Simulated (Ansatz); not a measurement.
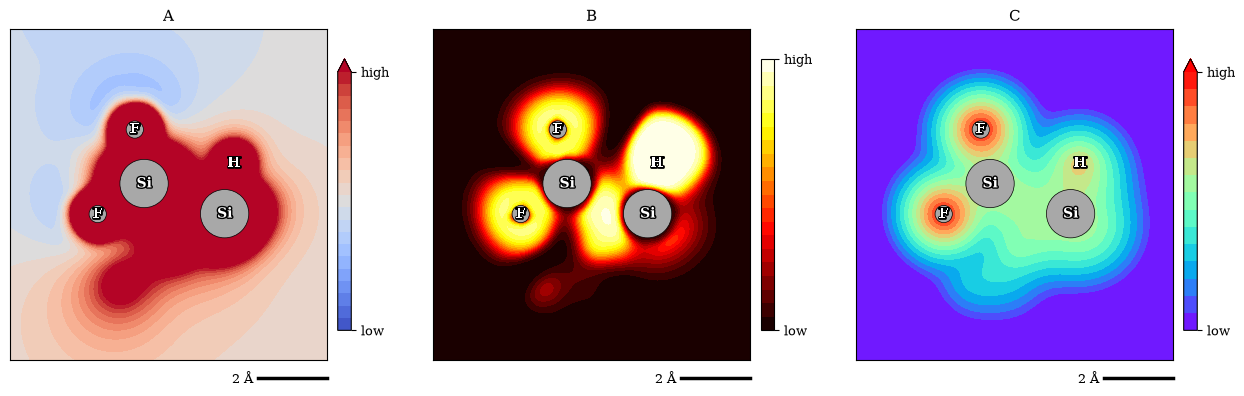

ClF3H3Si2···H3O: 3 fields on the plane of atoms Si2, Si1 and F3, with unlabelled colour scales. Grey discs cover the atomic cores.

A transition-state structure; geometry: PBE0-D4/def2-TZVP.

All numbers below come from RKS PBE0-D4/def2-TZVPP (Ansatz).

### Match the panels to the quantities (electron density, electron localisation function and electrostatic potential).

Panel A: electrostatic potential (strongly positive close to the atoms, with negative regions outside electron-rich atoms). Panel B: electron localisation function. Panel C: electron density. From the grid: Si–F (1.59 Å): ρ at the midpoint is about 1.2 e/Å³; the ELF peaks at about 0.85 in the valence shell of F, 0.6 Å from its nucleus, and is about 0.55 at the midpoint. Si–Si (2.49 Å): ρ is about 0.45 e/Å³ halfway; the ELF peaks at about 0.90 between the atoms: localised, covalent bonding.
